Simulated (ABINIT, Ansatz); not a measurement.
# Cs2KYF6 (Fm-3m): G0W0 on several meshes in ABINIT

Aim: the GW shift of Cs2KYF6 (Fm-3m) against the k mesh.

Program: ABINIT 10.8.3. Level of theory: PBEsol and many-body steps on it, plane waves. Results are calculated unless marked as measured.

**1. Starting point**

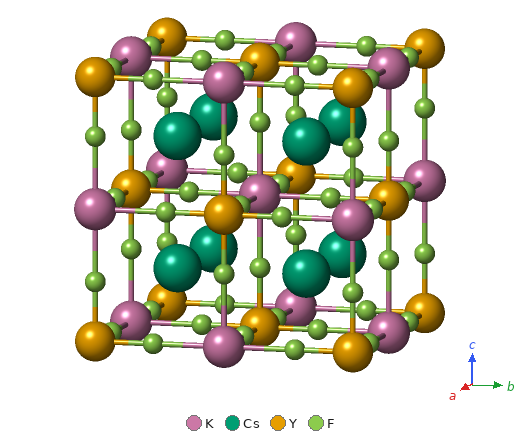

The cell as given, slightly off an axis (potassium pink, caesium teal, yttrium orange, fluorine green). This picture shows the conventional cell, with its axes. Some periodic images of atoms are drawn too.

The cell and positions come from the Crystallography Open Database and are kept as given unless a step says otherwise. Spin-orbit coupling is left out unless a step names it.

**2. Empty states on the mesh, 2×2×2 mesh, 412 bands**

This step: ABINIT 10.8.3; DFT, PBEsol, plane waves, norm-conserving pseudopotentials.

The sums over transitions need many empty states on a uniform mesh; this step solves for them.

run.abi

```
acell 3*1.0 Angstrom
rprim 
  -0.000000000000 4.722500000000 4.722500000000
  4.722500000000 -0.000000000000 4.722500000000
  4.722500000000 4.722500000000 0.000000000000
ntypat 4
znucl 19 55 39 9
natom 10
typat 1 2 2 3 4 4 4 4 4 4
xred 
  0.500000000000 0.500000000000 0.500000000000
  0.250000000000 0.250000000000 0.250000000000
  0.750000000000 0.750000000000 0.750000000000
  0.000000000000 0.000000000000 0.000000000000
  0.775000000000 0.225000000000 0.225000000000
  0.225000000000 0.775000000000 0.225000000000
  0.225000000000 0.775000000000 0.775000000000
  0.775000000000 0.225000000000 0.775000000000
  0.225000000000 0.225000000000 0.775000000000
  0.775000000000 0.775000000000 0.225000000000
pp_dirpath "pseudos"
pseudos "K.upf, Cs.upf, Y.upf, F.upf"
ecut 36
ngkpt 2 2 2
nshiftk 1
shiftk 0 0 0
kptopt 1
chksymbreak 0
iscf -2
irdden 1
istwfk *1
nband 412
nbdbuf 36
tolwfr 1e-09
nstep 60
prtvol 0
indata_prefix "in"
outdata_prefix "out"
tmpdata_prefix "tmp"
```

Launch:

```sh
> OMP_NUM_THREADS=2 mpirun -n 3 abinit run.abi > log
```

Numbers of over 12 decimals in the logs are rounded to 6 here.

Log:

```text
.Version 10.8.3 of ABINIT. v10.8.2 released Aug 2026.

 Symmetries : space group Fm -3 m (#225); Bravais cF (face-center cubic)
[... echo of the input left out ...]
== DATASET  1 ==================================================================
-   mpi_nproc: 3, omp_nthreads: 2 (-1 if OMP is not activated)

--- !DatasetInfo
iteration_state: {dtset: 1, }
dimensions: {natom: 10, nkpt: 3, mband: 412, nsppol: 1, nspinor: 1, nspden: 1, mpw: 14668, }
cutoff_energies: {ecut:  36.0, pawecutdg:  -1.0, }
[...]
2.88549    2.88549    2.88790    2.88790    2.89291    2.89292    2.93867    2.93903
   2.94602    2.94640    2.94689    2.96284    2.96360    2.96497    2.96708    2.96754
   2.96936    2.98414    2.98510    2.98579
 prteigrs : prtvol=0 or 1, do not print more k-points.

== END DATASET(S) ==============================================================
================================================================================

 -outvars: echo values of variables after computation  --------
            nband         412
             nkpt           3
          spgroup         225
 [... the other variables as echoed above ...]

 Calculation completed.
```

Elapsed: 7 min, on 3 MPI ranks of Intel Xeon 6975P-C (Granite Rapids), shared host; peak memory 0.72 GiB.

This step gave:

```
gap                                                           : 6.587 eV
k of the valence top                                          : 0, 0, 0
k of the conduction bottom                                    : 0, 0, 0
least direct gap                                              : 6.587 eV
k points computed                                             : 3
lowest point of the top converged band, above the valence top : 74.9856 eV
```

On this mesh the gap is 6.587 eV.

The density comes from a self-consistent run that is not shown.

**3. Screening, 2×2×2 mesh, 177 bands, screening to 141.5 eV**

The RPA dielectric matrix is built and inverted for each q.

This step: RPA screening on PBEsol, plane waves, norm-conserving pseudopotentials.

run.abi, as its differences from that of step 2:

```diff
@@ -28,10 +28,11 @@
 chksymbreak 0
-iscf -2
-irdden 1
 istwfk *1
-nband 412
-nbdbuf 36
-tolwfr 1e-09
-nstep 60
-prtvol 0
+occopt 1
+irdwfk 1
+optdriver 3
+nband 177
+ecuteps 5.2
+inclvkb 2
+awtr 1
+symchi 1
 indata_prefix "in"
```

Launch:

```sh
> OMP_NUM_THREADS=1 mpirun -n 8 abinit run.abi > log
```

Log:

```text
.Version 10.8.3 of ABINIT. v10.8.2 released Aug 2026.

 Symmetries : space group Fm -3 m (#225); Bravais cF (face-center cubic)
[... echo of the input left out ...]
== DATASET  1 ==================================================================
-   mpi_nproc: 8, omp_nthreads: 1 (-1 if OMP is not activated)

--- !DatasetInfo
iteration_state: {dtset: 1, }
dimensions: {natom: 10, nkpt: 3, mband: 177, nsppol: 1, nspinor: 1, nspden: 1, mpw: 14668, }
cutoff_energies: {ecut:  36.0, pawecutdg:  -1.0, }
electrons: {nelect:   8.00000000E+01, charge:   0.00000000E+00, occopt:   1.00000000E+00, tsmear:   1.00000000E-02, }

 SCREENING: Calculation of the susceptibility and dielectric matrices

 Based on a program developped by R.W. Godby, V. Olevano, G. Onida, and L. Reining.
 Incorporated in ABINIT by V. Olevano, G.-M. Rignanese, and M. Torrent.
.Using double precision arithmetic ; gwpc =  8

[... cell and pseudopotentials left out ...]
--------------------------------------------------------------------------------

 ==== K-mesh for the wavefunctions ====
 Number of points in the irreducible wedge :     3
[... list of points left out ...]
 Together with 48 symmetry operations and time-reversal symmetry
 yields     8 points in the full Brillouin Zone.

 ==== Q-mesh for the screening function ====
 Number of points in the irreducible wedge :     3
[... list of points left out ...]
 Together with 48 symmetry operations and time-reversal symmetry
 yields     8 points in the full Brillouin Zone.

 setmesh: FFT mesh size selected  =    48x   48x   48
          total number of points  =       110592

 vcoul_init : cutoff-mode = AUXILIARY_FUNCTION
 q-points for optical limit:   1
     1)      0.000010    0.000020    0.000030

- screening: taking advantage of time-reversal symmetry
- Maximum band index for partially occupied states nbvw = 40
- Remaining bands to be divided among processors   nbcw = 137
- Number of bands treated by each node ~17

 Number of electrons calculated from density =   80.0000; Expected =   80.0000
 average of density, n =  0.056279
 r_s =    1.6188
 omega_plasma =   22.8839 [eV]

 calculating chi0 at frequencies [eV] :
  1    0.000000E+00    0.000000E+00
  2    0.000000E+00    2.288386E+01

--------------------------------------------------------------------------------
  q-point number  1        q = ( 0.000000, 0.000000, 0.000000) [r.l.u.]
--------------------------------------------------------------------------------
[... chi0 elements left out ...]
 For q-point:  0.000010 0.000020 0.000030
  dielectric constant =   2.1184
  dielectric constant without local fields =   2.3860

  Average fulfillment of the sum rule on Im[epsilon] for q-point    1 :     46.52  [%]
[... wings left out ...]
  q-point number  2        q = ( 0.500000, 0.000000, 0.000000) [r.l.u.]
--------------------------------------------------------------------------------
[... chi0 elements left out ...]
  Average fulfillment of the sum rule on Im[epsilon] for q-point    2 :     51.91  [%]

 [... 1 further q-points ...]
```

Elapsed: 74 s, on 8 MPI ranks; peak memory 6 GiB; 9.8 min of CPU time.

Numbers from this step:

- ε∞ with local fields, on this mesh, along the program's q direction: 2.118
- the same without local fields: 2.386
- plasma frequency: 22.88 eV
- plane waves in the screening matrix: 821

Local fields lower ε∞ by 11 %. On a Γ-centred mesh this coarse the value itself is usually too large, while a short band sum pulls it down.

**4. 2×2×2**

The self-energy is evaluated for the states that the input lists, and the levels follow from it, in one-shot runs by the linearised quasiparticle equation.

This step: G0W0 on PBEsol, plane waves, norm-conserving pseudopotentials.

run.abi, as its differences from that of step 3:

```diff
@@ -31,8 +31,15 @@
 irdwfk 1
-optdriver 3
+optdriver 4
 nband 177
+gwcalctyp 0
+ecutsigx 36
+symsigma 1
+nkptgw 1
+kptgw 
+  0.0000000000 0.0000000000 0.0000000000
+bdgw 
+  38 43
 ecuteps 5.2
-inclvkb 2
-awtr 1
-symchi 1
+irdscr 1
+ppmodel 1
 indata_prefix "in"
```

Log:

```text
.Version 10.8.3 of ABINIT. v10.8.2 released Aug 2026.

 Symmetries : space group Fm -3 m (#225); Bravais cF (face-center cubic)
[... echo of the input left out ...]
== DATASET  1 ==================================================================
-   mpi_nproc: 8, omp_nthreads: 1 (-1 if OMP is not activated)

--- !DatasetInfo
iteration_state: {dtset: 1, }
dimensions: {natom: 10, nkpt: 3, mband: 177, nsppol: 1, nspinor: 1, nspden: 1, mpw: 14668, }
cutoff_energies: {ecut:  36.0, pawecutdg:  -1.0, }
electrons: {nelect:   8.00000000E+01, charge:   0.00000000E+00, occopt:   1.00000000E+00, tsmear:   1.00000000E-02, }

 SIGMA: Calculation of the GW corrections

 Based on a program developped by R.W. Godby, V. Olevano, G. Onida, and L. Reining.
 Incorporated in ABINIT by V. Olevano, G.-M. Rignanese, and M. Torrent.
.Using double precision arithmetic ; gwpc =  8

[... cell and pseudopotentials left out ...]
--------------------------------------------------------------------------------

 ==== K-mesh for the wavefunctions ====
 Number of points in the irreducible wedge :     3
[... list of points left out ...]
 Together with 48 symmetry operations and time-reversal symmetry
 yields     8 points in the full Brillouin Zone.

 ==== Q-mesh for screening function ====
 Number of points in the irreducible wedge :     3
[... list of points left out ...]
 Together with 48 symmetry operations and time-reversal symmetry
 yields     8 points in the full Brillouin Zone.

 vcoul_init : cutoff-mode = AUXILIARY_FUNCTION
 q-points for optical limit:   1
     1)      0.000010    0.000020    0.000030
 setmesh: FFT mesh size selected  =    72x   72x   72
          total number of points  =       373248

 Number of electrons calculated from density =   80.0000; Expected =   80.0000
 average of density, n =  0.056279
 r_s =    1.6188
 omega_plasma =   22.8839 [eV]

 === KS Band Gaps ===
  >>>> For spin  1
   Minimum direct gap =   6.5866 [eV], located at k-point      :   0.0000  0.0000  0.0000
   Fundamental gap    =   6.5866 [eV], Top of valence bands at :   0.0000  0.0000  0.0000
                                       Bottom of conduction at :   0.0000  0.0000  0.0000
 SIGMA fundamental parameters:
 PLASMON POLE MODEL  1
 number of plane-waves for SigmaX                14649
 number of plane-waves for SigmaC and W            821
 number of plane-waves for wavefunctions         14649
 number of bands                                   177
 number of independent spin polarizations            1
 number of spinorial components                      1
 number of k-points in IBZ                           3
 number of q-points in IBZ                           3
 number of symmetry operations                      48
 number of k-points in BZ                            8
 number of q-points in BZ                            8
 number of frequencies for dSigma/dE                 9
 frequency step for dSigma/dE [eV]                0.25
 number of omega for Sigma on real axis              0
 max omega for Sigma on real axis  [eV]           0.00
 zcut for avoiding poles [eV]                     0.10

 EPSILON^-1 parameters (SCR file):
 dimension of the eps^-1 matrix on file            821
 dimension of the eps^-1 matrix used               821
 number of plane-waves for wavefunctions         14649
 number of bands                                   177
 number of q-points in IBZ                           3
 number of frequencies                               2
 number of real frequencies                          1
 number of imag frequencies                          1

 matrix elements of self-energy operator (all in [eV])

 Perturbative Calculation

--- !SelfEnergy_ee
iteration_state: {dtset: 1, }
kpoint     : [   0.000,    0.000,    0.000, ]
spin       : 1
KS_gap     :    6.587
QP_gap     :    9.688
Delta_QP_KS:    3.101
data: !SigmaeeData |
     Band     E0 <VxcDFT>   SigX SigC(E0)      Z dSigC/dE  Sig(E)    E-E0       E
       38  -0.166 -21.943 -29.273   5.293   0.796  -0.256 -23.564  -1.621  -1.788
       39  -0.166 -21.943 -29.273   5.293   0.796  -0.256 -23.564  -1.621  -1.788
       40  -0.166 -21.943 -29.273   5.293   0.796  -0.256 -23.564  -1.621  -1.788
       41   6.420  -8.046  -3.837  -2.555   0.894  -0.118  -6.566   1.480   7.900
       42   7.798  -7.813  -3.542  -2.469   0.893  -0.120  -6.204   1.609   9.408
       43   7.798  -7.813  -3.542  -2.469   0.893  -0.120  -6.204   1.609   9.408

== END DATASET(S) ==============================================================
================================================================================

 -outvars: echo values of variables after computation  --------
           etotal      0.0000000000E+00
            nband         177
             nkpt           3
          spgroup         225
 [... the other variables as echoed above ...]

 Calculation completed.
```

It took 27 s on 8 MPI ranks; peak memory 3.7 GiB; 3.6 min of CPU time.

This step gave:

- G0W0 gap on the points computed: 9.688 eV
- starting gap on the mesh: 6.587 eV
- k of the valence top: 0, 0, 0
- k of the conduction bottom: 0, 0, 0
- Z at the valence top: 0.796
- Z at the conduction bottom: 0.894
- least direct G0W0 gap on the computed points: 9.688 eV

The gap on the mesh goes from 6.59 eV to 9.69 eV, a correction of +3.10 eV.

**5. Empty states on the mesh, 4×4×4 mesh, 193 bands**

This step: DFT, PBEsol, plane waves, norm-conserving pseudopotentials.

run.abi, as its differences from that of step 4:

```diff
@@ -23,3 +23,3 @@
 ecut 36
-ngkpt 2 2 2
+ngkpt 4 4 4
 nshiftk 1
@@ -28,18 +28,10 @@
 chksymbreak 0
+iscf -2
+irdden 1
 istwfk *1
-occopt 1
-irdwfk 1
-optdriver 4
-nband 177
-gwcalctyp 0
-ecutsigx 36
-symsigma 1
-nkptgw 1
-kptgw 
-  0.0000000000 0.0000000000 0.0000000000
-bdgw 
-  38 43
-ecuteps 5.2
-irdscr 1
-ppmodel 1
+nband 193
+nbdbuf 16
+tolwfr 1e-09
+nstep 60
+prtvol 0
 indata_prefix "in"
```

Log:

```text
.Version 10.8.3 of ABINIT. v10.8.2 released Aug 2026.

 Symmetries : space group Fm -3 m (#225); Bravais cF (face-center cubic)
[... echo of the input left out ...]
== DATASET  1 ==================================================================
-   mpi_nproc: 8, omp_nthreads: 1 (-1 if OMP is not activated)

--- !DatasetInfo
iteration_state: {dtset: 1, }
dimensions: {natom: 10, nkpt: 8, mband: 193, nsppol: 1, nspinor: 1, nspden: 1, mpw: 14680, }
cutoff_energies: {ecut:  36.0, pawecutdg:  -1.0, }
[...]
1.48884    1.49847    1.50683    1.50683    1.50683    1.52428    1.52428    1.52428
   1.53166    1.53304    1.53304    1.53305    1.55287    1.55287    1.55288    1.57480
   1.57815
 prteigrs : prtvol=0 or 1, do not print more k-points.

== END DATASET(S) ==============================================================
================================================================================

 -outvars: echo values of variables after computation  --------
            nband         193
             nkpt           8
          spgroup         225
 [... the other variables as echoed above ...]

 Calculation completed.
```

It took 3.4 min on 8 MPI ranks; peak memory 1.2 GiB.

This step gave:

| Item | Value |
| --- | --- |
| gap | 6.587 eV |
| k of the valence top | 0, 0, 0 |
| k of the conduction bottom | 0, 0, 0 |
| least direct gap | 6.587 eV |
| k points computed | 8 |
| lowest point of the top converged band, above the valence top | 39.85 eV |

On this mesh the gap is 6.587 eV.

**6. Screening, 4×4×4 mesh, 177 bands, screening to 141.5 eV**

This step: RPA screening on PBEsol, plane waves, norm-conserving pseudopotentials.

run.abi, as its differences from that of step 5:

```diff
@@ -28,10 +28,11 @@
 chksymbreak 0
-iscf -2
-irdden 1
 istwfk *1
-nband 193
-nbdbuf 16
-tolwfr 1e-09
-nstep 60
-prtvol 0
+occopt 1
+irdwfk 1
+optdriver 3
+nband 177
+ecuteps 5.2
+inclvkb 2
+awtr 1
+symchi 1
 indata_prefix "in"
```

Log:

```text
.Version 10.8.3 of ABINIT. v10.8.2 released Aug 2026.

 Symmetries : space group Fm -3 m (#225); Bravais cF (face-center cubic)
[... echo of the input left out ...]
== DATASET  1 ==================================================================
-   mpi_nproc: 8, omp_nthreads: 1 (-1 if OMP is not activated)

--- !DatasetInfo
iteration_state: {dtset: 1, }
dimensions: {natom: 10, nkpt: 8, mband: 177, nsppol: 1, nspinor: 1, nspden: 1, mpw: 14680, }
cutoff_energies: {ecut:  36.0, pawecutdg:  -1.0, }
electrons: {nelect:   8.00000000E+01, charge:   0.00000000E+00, occopt:   1.00000000E+00, tsmear:   1.00000000E-02, }

 SCREENING: Calculation of the susceptibility and dielectric matrices

 Based on a program developped by R.W. Godby, V. Olevano, G. Onida, and L. Reining.
 Incorporated in ABINIT by V. Olevano, G.-M. Rignanese, and M. Torrent.
.Using double precision arithmetic ; gwpc =  8

[... cell and pseudopotentials left out ...]
--------------------------------------------------------------------------------

 ==== K-mesh for the wavefunctions ====
 Number of points in the irreducible wedge :     8
[... list of points left out ...]
 Together with 48 symmetry operations and time-reversal symmetry
 yields    64 points in the full Brillouin Zone.

 ==== Q-mesh for the screening function ====
 Number of points in the irreducible wedge :     8
[... list of points left out ...]
 Together with 48 symmetry operations and time-reversal symmetry
 yields    64 points in the full Brillouin Zone.

 setmesh: FFT mesh size selected  =    48x   48x   48
          total number of points  =       110592

 vcoul_init : cutoff-mode = AUXILIARY_FUNCTION
 q-points for optical limit:   1
     1)      0.000010    0.000020    0.000030

- screening: taking advantage of time-reversal symmetry
- Maximum band index for partially occupied states nbvw = 40
- Remaining bands to be divided among processors   nbcw = 137
- Number of bands treated by each node ~17

 Number of electrons calculated from density =   80.0000; Expected =   80.0000
 average of density, n =  0.056279
 r_s =    1.6188
 omega_plasma =   22.8839 [eV]

 calculating chi0 at frequencies [eV] :
  1    0.000000E+00    0.000000E+00
  2    0.000000E+00    2.288386E+01

--------------------------------------------------------------------------------
  q-point number  1        q = ( 0.000000, 0.000000, 0.000000) [r.l.u.]
--------------------------------------------------------------------------------
[... chi0 elements left out ...]
 For q-point:  0.000010 0.000020 0.000030
  dielectric constant =   2.1035
  dielectric constant without local fields =   2.3704

  Average fulfillment of the sum rule on Im[epsilon] for q-point    1 :     46.42  [%]
[... wings left out ...]
  q-point number  2        q = ( 0.250000, 0.000000, 0.000000) [r.l.u.]
--------------------------------------------------------------------------------
[... chi0 elements left out ...]
  Average fulfillment of the sum rule on Im[epsilon] for q-point    2 :     56.45  [%]

 [... 6 further q-points ...]
```

The job ended after 11 min (8 MPI ranks; peak memory 11 GiB; 90 min of CPU time).

This step gave:

```yaml
eps_infinity_with_local_fields_on_this_mesh_along_the_program_s_q_direction: 2.103
the_same_without_local_fields: 2.370
plasma_frequency: 22.88 eV
plane_waves_in_the_screening_matrix: 821
```

[end of part 1 of 2]

[Paths, hosts, dates, memory and timing lines, banners, echoed tables and standing remarks are left out of the program output.]

[Logs are printed without paths, hosts, clocks, repeated set-up lines and the standing remarks that a program may print on its own settings, such as how far it seeks lower states.]

[Runs of the session that timed out or met a known fault of the program may be left out.]

[Hosts, paths, dates, database ids (printed as entryN), source tags and the programs' standing remarks are cut or masked in the printed files.]

[G0W0 gaps are taken among the corrected bands and points alone; a level outside them can change the order at an edge.]

[Where Ansatz stands beside ABINIT at settings called matched, ABINIT's density can come from a denser mesh and the files from another edition; pairs whose starting gaps differed by over 0.03 eV were left out, so agreement reads better than it is.]
